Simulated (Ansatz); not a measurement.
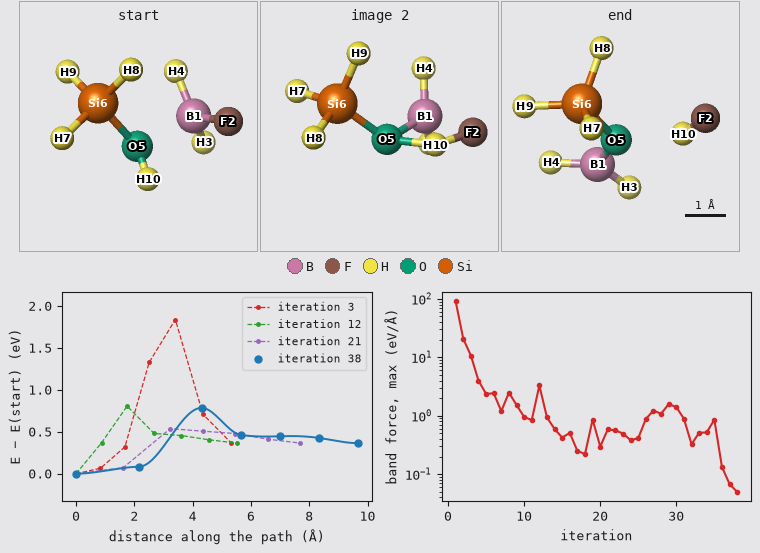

NEB run on BSiH$_{6}$OF. Images are numbered from 0 (start) to 6 (end). The plot follows the band through its iterations. A ball-and-stick model, seen at a tilt.

Theory: Ansatz 0.2.0, RKS PBE0-D4/6-31G*. Run with 5 movable images; climbing image; force threshold 0.05 eV/Å; iteration limit 60; starting path through a guess of the saddle point.

> How did the profile develop, and is the result final?

The result is final at these settings. The band converged in 38 iterations. The largest component of the band force went from 91 to 0.05 eV/Å. The climbing image converged on the top of the path. Its vibrational analysis gives one imaginary mode (807i cm⁻¹), as a transition state must have. The first iteration put the highest image at 12.27 eV. The highest point, image 2, lies 0.79 eV above the start and 0.42 eV above the end; the end is at +0.37 eV relative to the start.

Cost: 8.4 min on 1 thread of Arm Neoverse V2, with other jobs on the host, peak memory 0.15 GiB.
